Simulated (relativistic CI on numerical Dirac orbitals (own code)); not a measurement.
**Hf⁺: L2,3 absorption multiplets**

Wanted: the shape of the L2,3 absorption spectrum of Hf⁺ in 4 surroundings, from the same atomic integrals.

Method: Dirac-Coulomb-Breit CI, KLI orbitals optimised for each configuration, model QED (radiative potential, 1s self-energy scaled to tabulated hydrogen-like ionisation energies), multiplet model of core-to-valence dipole absorption in a parametric crystal field. Code: relativistic CI on numerical Dirac orbitals (own code) version 1.

## Step 1: The system

```
ion                                            : Hf⁺ (Hf II)
nuclear charge                                 : 72
electrons                                      : 71
configurations                                 : [Xe] 4f14 5d3 → [He] 2s2 2p5 3s2 3p6 3d10 4s2 4p6 4d10 4f14 5s2 5p6 5d4
magnetising field for the dichroism, Lz and Sz : exchange field 10 meV on Sz; these come from the lowest magnetised state alone (0 K)
temperature of the isotropic spectrum          : 10 K
widths                                         : Lorentz 5 eV, Gauss 1 eV
surrounding 1                                  : Td, 10Dq = -10500 cm⁻¹
surrounding 2                                  : D3d, 10Dq = 12150, Dsigma = 840, Dtau = -230 cm⁻¹
surrounding 3                                  : D3d, 10Dq = 6650, Dsigma = -140, Dtau = -90 cm⁻¹
surrounding 4                                  : Td, 10Dq = -9350 cm⁻¹
```

## Step 2: Surrounding 1: Td, 10Dq = -10500

The run's settings:

```ini
atom Hf  Z=72  charge=1  electrons=71
nucleus A=180  rms_radius_fm=5.3470
hamiltonian dirac-coulomb  breit=on  qed=on  c_scale=1
orbitals kli  potential=per-configuration
slater_scale 1
correlation none
mixing on
configurations
  [Xe] 4f14 5d3
  [He] 2s2 2p5 3s2 3p6 3d10 4s2 4p6 4d10 4f14 5s2 5p6 5d4
end
absorption L2,3 T=10 lorentz=5 gauss=1
crystal_field Td 10Dq=-10500
```

Main fields of the result record, rounded:

```text
status: converged
curve, one point in 3 above 2 % of the maximum [energy, isotropic, mcd, ld] [eV; bohr^2/eV]:
  - [9539.5, 3.181e-08, -2.126e-10, 2.362e-10]
  - [9541, 3.77e-08, -1.855e-10, 2.098e-10]
  - [9542.5, 4.538e-08, -1.276e-10, 1.52e-10]
  - [9544, 5.564e-08, -1.395e-11, 3.749e-11]
  - [9545.5, 6.978e-08, 2.033e-10, -1.825e-10]
  - [9547, 8.999e-08, 6.209e-10, -6.063e-10]
  - [9548.5, 1.202e-07, 1.447e-09, -1.444e-09]
  - [9550, 1.68e-07, 3.156e-09, -3.176e-09]
  - [9551.5, 2.493e-07, 6.907e-09, -6.968e-09]
  - [9553, 3.991e-07, 1.55e-08, -1.562e-08]
  - [9554.5, 6.917e-07, 3.304e-08, -3.303e-08]
  - [9556, 1.188e-06, 3.742e-08, -3.787e-08]
  - [9557.5, 1.544e-06, -5.306e-08, 4.32e-08]
  - [9559, 1.279e-06, -1.079e-07, 1.069e-07]
  - [9560.5, 7.859e-07, -6.499e-08, 7.586e-08]
  - [9562, 4.588e-07, -3.183e-08, 4.076e-08]
  - [9563.5, 2.826e-07, -1.775e-08, 2.243e-08]
  - [9565, 1.865e-07, -1.095e-08, 1.339e-08]
  - [9566.5, 1.311e-07, -7.248e-09, 8.657e-09]
  - [9568, 9.688e-08, -5.069e-09, 5.96e-09]
  - [9569.5, 7.44e-08, -3.705e-09, 4.308e-09]
  - [9571, 5.889e-08, -2.807e-09, 3.236e-09]
  - [9572.5, 4.774e-08, -2.189e-09, 2.507e-09]
  - [9574, 3.948e-08, -1.749e-09, 1.992e-09]
  - [9575.5, 3.318e-08, -1.425e-09, 1.617e-09]
  - [10728, 3.59e-08, 3.611e-08, -2.923e-08]
  - [10729.5, 5.132e-08, 5.239e-08, -4.287e-08]
  - [10731, 7.843e-08, 8.157e-08, -6.76e-08]
  - [10732.5, 1.301e-07, 1.381e-07, -1.16e-07]
  - [10734, 2.289e-07, 2.441e-07, -2.083e-07]
  - [10735.5, 3.571e-07, 3.584e-07, -3.078e-07]
  - [10737, 3.796e-07, 3.366e-07, -2.616e-07]
  - [10738.5, 2.857e-07, 2.291e-07, -1.352e-07]
  - [10740, 1.797e-07, 1.393e-07, -6.147e-08]
  - [10741.5, 1.093e-07, 8.594e-08, -3.431e-08]
  - [10743, 6.85e-08, 5.533e-08, -2.457e-08]
  - [10744.5, 4.558e-08, 3.761e-08, -1.886e-08]
  - [10746, 3.226e-08, 2.704e-08, -1.475e-08]
sticks, the strongest [energy, strength] [eV, bohr^2]:
  - [9556.89, 3.676e-07]
  - [9556.93, 3.796e-07]
  - [9557.06, 6.033e-07]
  - [9557.22, 5.714e-07]
  - [9557.24, 3.158e-07]
  - [9557.45, 6.665e-07]
  - [9557.64, 4.534e-07]
  - [9557.65, 6.354e-07]
  - [9557.86, 6.601e-07]
  - [9557.89, 5.116e-07]
  - [9558.45, 3.809e-07]
  - [9558.47, 4.581e-07]
  - [10735.74, 9.944e-07]
  - [10736.01, 5.313e-07]
total [bohr^2]: 1.69332e-05
centroid [eV]: 9804.9
radial 2p6 5d3 [Ha, bohr]: {"<r^-3>(5d)": 4.4609, "<r^1>(5d)": 2.3769, "<r^2>(5d)": 6.8481, "<r^4>(5d)": 93.75, "F2(5d,5d)": 0.18978, "F4(5d,5d)": 0.12176, "zeta(5d)": 0.0040603}
radial 2p5 5d4 [Ha, bohr]: {"<r^-3>(2p)": 15006.0, "<r^1>(2p)": 0.070914, "<r^2>(2p)": 0.0061703, "<r^4>(2p)": 7.6046e-05, "zeta(2p)": 28.862, "<r^-3>(5d)": 5.538, "<r^1>(5d)": 2.1795, "<r^2>(5d)": 5.7227, "<r^4>(5d)": 64.551, "F2(5d,5d)": 0.2089, "F4(5d,5d)": 0.13482, "F2(2p,5d)": 0.016403, "G1(2p,5d)": 0.013677, "G3(2p,5d)": 0.0081, "zeta(5d)": 0.0060054}
ground_degeneracy: 4
ground_Lz: 0.914081
ground_Sz: -0.932062
ground_S: 1.1946
core_spin_orbit_splitting [eV]: 1204.57
branching_ratio: 0.79032
edge_boundary [eV]: 10149.9
mcd_integrals: [-0.00686079, 0.0642115]
```

Run time: 1.9 s. Hardware: 1 thread, shared host.

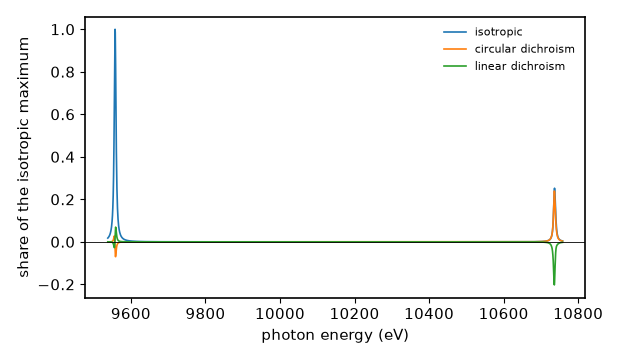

Thermal isotropic spectrum, and the dichroism of the lowest magnetised state alone (0 K, fully polarised).

## Step 3: Surrounding 2: D3d, 10Dq = 12150, Dsigma = 840, Dtau = -230

The settings differ from step 2 so:

```diff
@@ -12,2 +12,2 @@
 absorption L2,3 T=10 lorentz=5 gauss=1
-crystal_field Td 10Dq=-10500
+crystal_field D3d 10Dq=12150 Dsigma=840 Dtau=-230
```

Result record:

```text
status: converged
curve, one point in 5 above 2 % of the maximum [energy, isotropic, mcd, ld] [eV; bohr^2/eV]:
  - [9539.5, 2.82e-08, -1.558e-09, -9.886e-10]
  - [9542, 3.761e-08, -1.899e-09, -1.281e-09]
  - [9544.5, 5.261e-08, -2.323e-09, -1.722e-09]
  - [9547, 7.857e-08, -2.778e-09, -2.428e-09]
  - [9549.5, 1.291e-07, -2.903e-09, -3.648e-09]
  - [9552, 2.454e-07, -7.349e-10, -5.964e-09]
  - [9554.5, 5.771e-07, 1.238e-08, -1.112e-08]
  - [9557, 1.321e-06, -2.627e-08, -3.386e-08]
  - [9559.5, 1.063e-06, -1.969e-07, -6.986e-08]
  - [9562, 4.426e-07, -8.989e-08, -2.953e-08]
  - [9564.5, 2.03e-07, -3.557e-08, -1.142e-08]
  - [9567, 1.112e-07, -1.717e-08, -5.964e-09]
  - [9569.5, 6.961e-08, -9.804e-09, -3.608e-09]
  - [9572, 4.754e-08, -6.26e-09, -2.395e-09]
  - [9574.5, 3.448e-08, -4.315e-09, -1.698e-09]
  - [10726.5, 3.293e-08, 1.366e-08, -3.789e-09]
  - [10729, 5.557e-08, 2.238e-08, -6.576e-09]
  - [10731.5, 1.102e-07, 4.25e-08, -1.362e-08]
  - [10734, 2.71e-07, 9.911e-08, -3.459e-08]
  - [10736.5, 5.284e-07, 2.16e-07, -5.212e-08]
  - [10739, 3.405e-07, 2.008e-07, -3.3e-08]
  - [10741.5, 1.434e-07, 8.641e-08, -1.286e-08]
  - [10744, 6.828e-08, 3.889e-08, -5.975e-09]
  - [10746.5, 3.839e-08, 2.087e-08, -3.553e-09]
sticks, the strongest [energy, strength] [eV, bohr^2]:
  - [9557.27, 6.027e-07]
  - [9557.5, 8.039e-07]
  - [9557.54, 2.86e-06]
  - [9557.55, 8.372e-07]
  - [9558.63, 6.755e-07]
  - [10736.19, 5.71e-07]
  - [10736.31, 4.788e-07]
  - [10736.41, 4.873e-07]
total [bohr^2]: 1.67652e-05
centroid [eV]: 9882.85
ground_degeneracy: 2
ground_Lz: 0.382854
ground_Sz: -1.48781
ground_S: 1.49411
core_spin_orbit_splitting [eV]: 1204.57
branching_ratio: 0.724376
edge_boundary [eV]: 10149.7
mcd_integrals: [-0.0211257, 0.0428837]
```

Run time: 1.7 s. Hardware: 1 thread, shared host.

## Step 4: Surrounding 3: D3d, 10Dq = 6650, Dsigma = -140, Dtau = -90

The settings differ from step 3 so:

```diff
@@ -12,2 +12,2 @@
 absorption L2,3 T=10 lorentz=5 gauss=1
-crystal_field D3d 10Dq=12150 Dsigma=840 Dtau=-230
+crystal_field D3d 10Dq=6650 Dsigma=-140 Dtau=-90
```

Result record:

```text
status: converged
curve, one point in 5 above 2 % of the maximum [energy, isotropic, mcd, ld] [eV; bohr^2/eV]:
  - [9539.5, 2.907e-08, -1.385e-09, 2.958e-10]
  - [9542, 3.885e-08, -1.623e-09, 3.758e-10]
  - [9544.5, 5.451e-08, -1.842e-09, 4.9e-10]
  - [9547, 8.175e-08, -1.836e-09, 6.555e-10]
  - [9549.5, 1.352e-07, -7.303e-10, 8.864e-10]
  - [9552, 2.598e-07, 5.516e-09, 1.111e-09]
  - [9554.5, 6.176e-07, 3.207e-08, 9.696e-10]
  - [9557, 1.359e-06, -4.855e-08, 1.219e-08]
  - [9559.5, 1.045e-06, -2.064e-07, 2.453e-08]
  - [9562, 4.318e-07, -8.527e-08, 9.53e-09]
  - [9564.5, 1.988e-07, -3.406e-08, 4.014e-09]
  - [9567, 1.1e-07, -1.677e-08, 2.066e-09]
  - [9569.5, 6.924e-08, -9.691e-09, 1.234e-09]
  - [9572, 4.747e-08, -6.228e-09, 8.133e-10]
  - [9574.5, 3.452e-08, -4.309e-09, 5.739e-10]
  - [10726.5, 3.241e-08, 1.836e-08, -2.291e-09]
  - [10729, 5.503e-08, 3.054e-08, -4.185e-09]
  - [10731.5, 1.102e-07, 5.923e-08, -9.274e-09]
  - [10734, 2.723e-07, 1.417e-07, -2.481e-08]
  - [10736.5, 5.058e-07, 3.008e-07, -2.946e-08]
  - [10739, 3.202e-07, 2.228e-07, -4.281e-09]
  - [10741.5, 1.357e-07, 9.488e-08, -1.17e-09]
  - [10744, 6.446e-08, 4.384e-08, -1.19e-09]
  - [10746.5, 3.644e-08, 2.418e-08, -9.562e-10]
sticks, the strongest [energy, strength] [eV, bohr^2]:
  - [9556.83, 7.061e-07]
  - [9556.89, 1.548e-06]
  - [9557.58, 5.109e-07]
  - [9557.68, 8.773e-07]
  - [9557.71, 8.854e-07]
  - [9558.17, 3.736e-07]
  - [9558.18, 5.276e-07]
  - [10736.04, 5.441e-07]
total [bohr^2]: 1.67907e-05
centroid [eV]: 9870.79
ground_degeneracy: 2
ground_Lz: 0.559891
ground_Sz: -1.47473
ground_S: 1.49331
core_spin_orbit_splitting [eV]: 1204.57
branching_ratio: 0.734498
edge_boundary [eV]: 10148.9
mcd_integrals: [-0.0209253, 0.0540661]
```

Wall time 1.9 s (1 thread, shared host).

## Step 5: Surrounding 4: Td, 10Dq = -9350

The settings differ from step 4 so:

```diff
@@ -12,2 +12,2 @@
 absorption L2,3 T=10 lorentz=5 gauss=1
-crystal_field D3d 10Dq=6650 Dsigma=-140 Dtau=-90
+crystal_field Td 10Dq=-9350
```

Result record:

```text
status: converged
curve, one point in 5 above 2 % of the maximum [energy, isotropic, mcd, ld] [eV; bohr^2/eV]:
  - [9539.5, 3.179e-08, 2.502e-09, 6.615e-10]
  - [9542, 4.256e-08, 3.564e-09, 7.717e-10]
  - [9544.5, 5.985e-08, 5.425e-09, 8.673e-10]
  - [9547, 9.006e-08, 9.061e-09, 8.385e-10]
  - [9549.5, 1.497e-07, 1.734e-08, 2.268e-10]
  - [9552, 2.9e-07, 4.058e-08, -3.079e-09]
  - [9554.5, 6.955e-07, 1.153e-07, -1.665e-08]
  - [9557, 1.481e-06, 1.08e-07, 2.661e-08]
  - [9559.5, 1.101e-06, -5.589e-08, 1.007e-07]
  - [9562, 4.557e-07, -1.024e-08, 3.95e-08]
  - [9564.5, 2.111e-07, -1.445e-09, 1.586e-08]
  - [9567, 1.172e-07, 2.894e-10, 7.892e-09]
  - [9569.5, 7.4e-08, 7.078e-10, 4.59e-09]
  - [9572, 5.083e-08, 7.6e-10, 2.961e-09]
  - [9574.5, 3.702e-08, 7.071e-10, 2.053e-09]
  - [10728, 3.59e-08, 3.529e-08, -2.671e-08]
  - [10730.5, 6.734e-08, 6.755e-08, -5.265e-08]
  - [10733, 1.558e-07, 1.602e-07, -1.292e-07]
  - [10735.5, 3.556e-07, 3.512e-07, -2.809e-07]
  - [10738, 3.299e-07, 2.793e-07, -1.594e-07]
  - [10740.5, 1.569e-07, 1.261e-07, -4.271e-08]
  - [10743, 7.019e-08, 5.806e-08, -2.138e-08]
  - [10745.5, 3.671e-08, 3.117e-08, -1.419e-08]
sticks, the strongest [energy, strength] [eV, bohr^2]:
  - [9556.81, 5.004e-07]
  - [9556.86, 6.864e-07]
  - [9556.98, 7.68e-07]
  - [9557.47, 6.185e-07]
  - [9557.66, 5.537e-07]
  - [9558.4, 5.378e-07]
  - [10735.75, 8.787e-07]
  - [10735.93, 5.404e-07]
total [bohr^2]: 1.6928e-05
centroid [eV]: 9807.24
ground_degeneracy: 4
ground_Lz: 1.18418
ground_Sz: -1.09573
ground_S: 1.3502
core_spin_orbit_splitting [eV]: 1204.57
branching_ratio: 0.788336
edge_boundary [eV]: 10149.8
mcd_integrals: [0.0125153, 0.0647112]
```

Run time: 1.9 s. Hardware: 1 thread, shared host.

## Step 6: Comparison

| surrounding | ground S | Lz (0 K) | Sz (0 K) | centroid (eV) | share of the lower edge | up to four highest peaks (% of the highest), eV |
| --- | --- | --- | --- | --- | --- | --- |
| 1: Td | 1.19 | 0.91 | -0.93 | 9804.90 | 0.790 | 9557.5 (100), 10736.5 (25) |
| 2: D3d | 1.49 | 0.38 | -1.49 | 9882.85 | 0.724 | 9558.0 (100), 10736.5 (38) |
| 3: D3d | 1.49 | 0.56 | -1.47 | 9870.79 | 0.734 | 9557.5 (100), 10736.5 (35) |
| 4: Td | 1.35 | 1.18 | -1.10 | 9807.24 | 0.788 | 9557.5 (100), 10736.5 (25) |

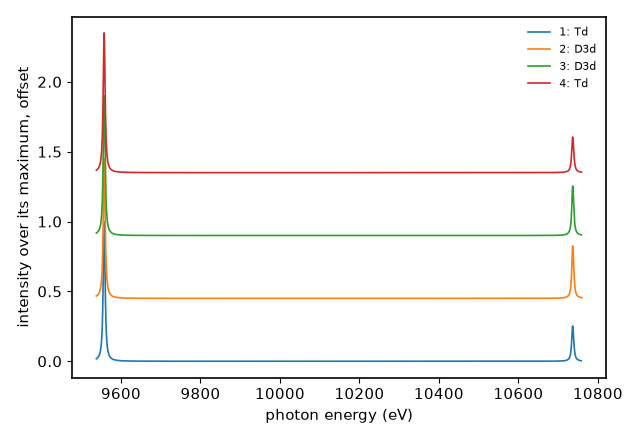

The spectra, each scaled to its maximum and offset.

## Step 7: Outcome

```
                                 quantity           value
                  highest peak, first run       9557.5 eV
      ground spin (effective S from ⟨S²⟩)    1.19 to 1.49
                  share of the lower edge  0.724 to 0.790
core spin-orbit splitting (without Breit)      1204.57 eV
```

What this shows: The lower edge takes 0.79 of the intensity in surrounding 1, above the statistical 0.67. The highest peak stays in place, within the step of the energy grid, in all surroundings. Edge positions are free-ion values and differ from those in solids by a few eV or more.
